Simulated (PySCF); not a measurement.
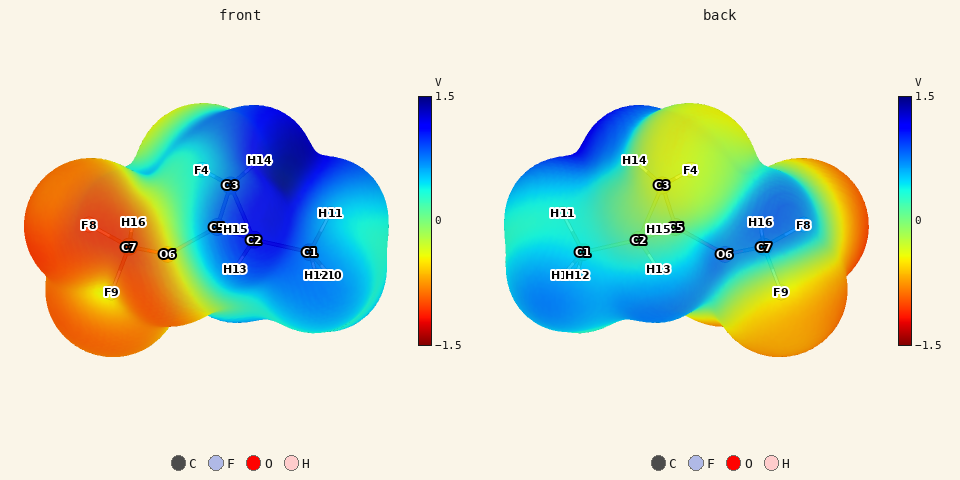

C₅H₇F₃O. The electrostatic potential painted on the density surface at 0.001 e/bohr³, seen from the front and from behind; the colour scale runs from red (negative) to blue (positive).

Geometry: GFN2-xTB, MD frame at 250 fs, 600 K.

These are results of PBE0/pcSseg-1, SCF density, gas phase, non-relativistic (PySCF), not measurements.

| atom | x (Å) | y (Å) | z (Å) |
| --- | --- | --- | --- |
| C | -2.0769 | 1.2137 | 1.4844 |
| C | -1.2294 | 0.5746 | 0.4584 |
| C | -1.2087 | -0.9159 | 0.2218 |
| F | -1.3021 | -1.2173 | -1.0813 |
| C | -0.0766 | -0.3073 | 0.9054 |
| O | 1.1891 | -0.0526 | 0.2810 |
| C | 1.4470 | -0.2866 | -1.0223 |
| F | 2.3580 | -1.2926 | -1.0088 |
| F | 2.0186 | 0.7723 | -1.5992 |
| H | -2.6170 | 2.1021 | 1.1304 |
| H | -2.8501 | 0.4341 | 1.7619 |
| H | -1.4864 | 1.5125 | 2.4678 |
| H | -0.8235 | 1.2659 | -0.2447 |
| H | -1.8420 | -1.3894 | 0.8933 |
| H | 0.1050 | -0.3986 | 2.0351 |
| H | 0.6654 | -0.5697 | -1.8243 |

### Where is the surface potential most negative and most positive?

The most negative region (about −1.0 V) lies over O6 and F8, the most positive (about +1.4 V) over C5 and H14.

### What dipole moment does the calculation give?

Its dipole moment is 3.82 D.
